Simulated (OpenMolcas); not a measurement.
**W⁵⁺: CASSCF terms and fine-structure levels**

Wanted: the level scheme of W⁵⁺ from active-space wave functions.

Method: state-averaged CASSCF, spin-orbit coupling by RASSI with atomic mean-field integrals. Code: OpenMolcas 26.06.

4 further runs of the same task are left out: 2 that didn't finish, 2 set aside as unsound or not needed.

## Step 1: The atom as given

- Species: W⁵⁺ (tungsten, Z = 74, 69 electrons)
- Basis: ANO-RCC-VTZP [8s7p5d3f2g1h], 104 functions
- Scalar Hamiltonian: X2C, point nucleus
- Inactive shells: 1s 2s 2p 3s 3p 3d 4s 4p 4d 4f 5s 5p
- Active space: 1 electron in 5 orbitals (5d)
- Some configurations of this space: 5d
- Orbitals: optimised for each spin and parity, averaged over all roots

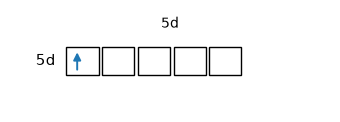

Outer shells as boxes.

Each step is its own input file, run in one work folder so that later steps find the files of earlier ones. Labels, J, g values, rates, χT and fits are worked out afterwards by a script from the matrices that RASSI stores.

## Step 2: One- and two-electron integrals

File a.inp:

```
&GATEWAY
Coord
1

W 0.0 0.0 0.0
Basis=ANO-RCC-VTZP
Group=XYZ
NoMove
AngMom=0.0 0.0 0.0
AMFI
RX2C
&SEWARD
```

Started as:

```console
$ OMP_NUM_THREADS=1 MOLCAS_MEM=2252 MOLCAS_PROJECT=a pymolcas a.inp > a.log
```

The program printed:

```text
Basis set label: W.ANO-RCC...8S7P5D3F2G1H.

      Electronic valence basis set:
      ------------------
      Associated Effective Charge  74.000000 au
      Associated Actual Charge     74.000000 au
      Nuclear Model: Point charge

      Shell  nPrim  nBasis  Cartesian Spherical Contaminant
         s      24       8        X
         p      21       7        X
         d      15       5                 X
         f      11       3                 X
         g       4       2                 X
         h       2       1                 X
RX2C
                  Relativistic X2C integrals
                  Atomic mean-field integrals
```

## Step 3: A faulty input for the next step

File a.inp:

```
&RASSCF
FileOrb=start.orb
Symmetry=2
Spin=2
nActEl=1 0 0
Inactive=15 19
Ras2=5 0
CIRoot=5 5 1
SDav=5
CIMx=300
Iter=92 100
PrWF=0.3
OrbListing=Nothing
MaxOrb=0
Atom
>>> COPY $Project.JobIph JOB001
```

It stopped with:

```text
--- RASSCF ---
Wave function specifications:
      -----------------------------

      Number of closed shell electrons          68
      Number of electrons in active shells       1
      Max number of holes in RAS1 space          0
      Max nr of electrons in RAS3 space          0
      Number of inactive orbitals               34
      Number of active orbitals                  5
      Number of secondary orbitals              65
      Spin quantum number                      0.5
      State symmetry                             2
Orbital specifications:
      -----------------------

      Symmetry species                           1   2
                                                ag  au
      Frozen orbitals                            0   0
      Inactive orbitals                         15  19
      Active orbitals                            5   0
      RAS1 orbitals                              0   0
      RAS2 orbitals                              5   0
      RAS3 orbitals                              0   0
      Secondary orbitals                        31  34
      Deleted orbitals                           0   0
      Number of basis functions                 51  53
      Number of CSFs                             0
      Number of root(s) required                 5
 ************ ERROR ***********
  You can't ask for more roots
  than there are configurations
 ******************************
--- Stop Module: rasscf at  /rc=_RC_INPUT_ERROR_ ---
.####################.
.# User input error #.
.####################.
```

The cause: The state symmetry names the wrong parity for these configurations. The mended input follows.

## Step 4: Reference wave functions, doublets of even parity, 5 roots

File a.inp:

```
&RASSCF
FileOrb=start.orb
Symmetry=1
Spin=2
nActEl=1 0 0
Inactive=15 19
Ras2=5 0
CIRoot=5 5 1
SDav=5
CIMx=300
Iter=120 100
PrWF=0.3
OrbListing=Nothing
MaxOrb=0
Atom
>>> COPY $Project.JobIph JOB001
```

start.orb holds the contracted functions of the basis, ordered by shell, or the orbitals of the step before.

The program printed, cut to the lines that bear on the results:

```text
[...]
      Number of active orbitals                  5
[...]
      Spin quantum number                      0.5
[...]
      Active orbitals                            5   0
[...]
      Number of CSFs                             5
      Number of root(s) required                 5
[...]
      Convergence after  9 iterations
[...]
      Natural orbitals and occupation numbers for root  1
      sym 1:   0.000000   1.000000   0.000000   0.000000   0.000000
      Natural orbitals and occupation numbers for root  2
      sym 1:   1.000000  -0.000000   0.000000   0.000000   0.000000
      Natural orbitals and occupation numbers for root  3
      sym 1:  -0.000000  -0.000000   0.000000   1.000000   0.000000
::    RASSCF root number  1 Total energy: -16135.06050586
::    RASSCF root number  2 Total energy: -16135.06050586
::    RASSCF root number  3 Total energy: -16135.06050586
::    RASSCF root number  4 Total energy: -16135.06050586
::    RASSCF root number  5 Total energy: -16135.06050586
```

## Step 5: State interaction with spin-orbit coupling

File a.inp:

```
&RASSI
NrOfJobIphs=1 5
1 2 3 4 5
IphNames
JOB001
EJob
SpinOrbit
DIPRint=1.0
SOCoupling=1000.0
Subsets=2
MEES
Property=10
'ANGMOM' 1 'ANGMOM' 2 'ANGMOM' 3 'MLTPL  1' 1 'MLTPL  1' 2 'MLTPL  1' 3
'AMFI' 1 'AMFI' 2 'AMFI' 3 'MLTPL  2' 6
SOProperty=3
'ANGMOM' 1 'ANGMOM' 2 'ANGMOM' 3
```

The program printed, cut to the lines that bear on the results:

```text
SPIN-FREE ENERGIES:
  (Shifted by EMIN (a.u.) =     -16135.0605058629)
 SF State       Relative EMIN(au)   Rel lowest level(eV)    D:o, cm**(-1)      L_eff
     1             0.0000000000        0.0000000000              0.0000         2.0
     2             0.0000000000        0.0000000000              0.0000         2.0
     3             0.0000000000        0.0000000000              0.0000         2.0
     4             0.0000000000        0.0000000000              0.0000         2.0
     5             0.0000000000        0.0000000000              0.0000         2.0
     Dipole printing threshold changed to   1.00000000E+00
Eigenvalues of complex Hamiltonian:
   -----------------------------------
  (Shifted by EMIN (a.u.) =     -16135.0605058629)
 SO State       Relative EMIN(au)   Rel lowest level(eV)    D:o, cm**(-1)     J-value
     1            -0.0244001254        0.0000000000              0.0000         1.2
     2            -0.0244001254        0.0000000000              0.0000         1.3
     3            -0.0244001254        0.0000000000              0.0000         1.2
     4            -0.0244001254        0.0000000000              0.0000         0.9
     5             0.0162667502        1.1066020590           8925.3475         1.4
     6             0.0162667502        1.1066020590           8925.3475         2.1
     7             0.0162667502        1.1066020590           8925.3475         1.3
     8             0.0162667502        1.1066020590           8925.3475         2.4
     9             0.0162667502        1.1066020590           8925.3475         2.4
    10             0.0162667502        1.1066020590           8925.3475         2.0
Weights of the five most important spin-orbit-free states for each spin-orbit state.
[...]
```

These steps took 3.1 s in all on 1 thread, shared host.

Spin-free terms, from the roots grouped by L:

| configuration | term | E (cm-1) |
| --- | --- | --- |
| 5d | 2D | 0.0 |

Fine-structure levels, from the RASSI matrices grouped by J:

```
Configuration  Term    J  E (cm-1)      g  Leading %
           5d    2D  3/2       0.0  0.800        100
           5d    2D  5/2      8925  1.200        100
```

Transitions at CASSCF energies (vacuum wavelengths; branching counts decays inside the model space alone):

| upper | lower | type | λ (nm) | A (s-1) | branching % |
| --- | --- | --- | --- | --- | --- |
| 5d 2D 5/2 | 5d 2D 3/2 | M1 | 1120 | 7.71e+00 | 100.0 |
| 5d 2D 5/2 | 5d 2D 3/2 | E2 | 1120 | 3.29e-03 | 0.0 |

## Step 6: Results

```
                                                                                   quantity                                             value
                                                                                     method                                            CASSCF
                                                                               lowest level          5d 2D 3/2, 100 % of that term, g = 0.800
                                                                ground level listed by NIST                                             2D3/2
                                                                        first excited level                            5d 2D 5/2 at 8925 cm-1
                                                    spin-orbit lowering of the lowest level                                         5355 cm-1
strongest of the lines computed, by gA (one parity, so forbidden lines), at CASSCF energies  5d 2D 5/2 → 5d 2D 3/2, 1120 nm, A = 7.71e+00 s⁻¹
```

In words: The multiplet 2D is regular. Only the configurations of the active space and the roots asked for are present. Only valence configurations of the active space appear, up to the ionisation limit; * or ° marks odd parity.
